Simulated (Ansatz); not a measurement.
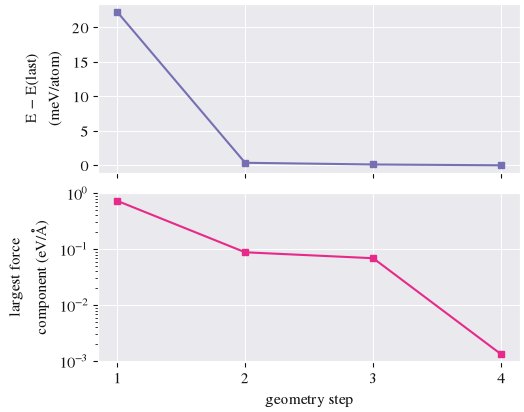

History of a geometry optimisation. Only the atoms move.

System: Hf$_{7}$VO$_{16}$ (defect cell, 24 atoms in the cell, total charge +1).
Method: Ansatz, DFT, PBE, plane-wave PAW, default files, scalar-relativistic; cutoff 420 eV, 3×3×3 k-mesh, Fermi–Dirac smearing of 0.01 eV.

How did it end, and what did it gain?

Answer. The optimisation met its thresholds at geometry 4, counting the start as the first. The energy fell by about 22 meV/atom from the first step to the last. The largest force component goes from about 0.73 eV/Å at the start to 1.3 × 10⁻³ eV/Å at the end.
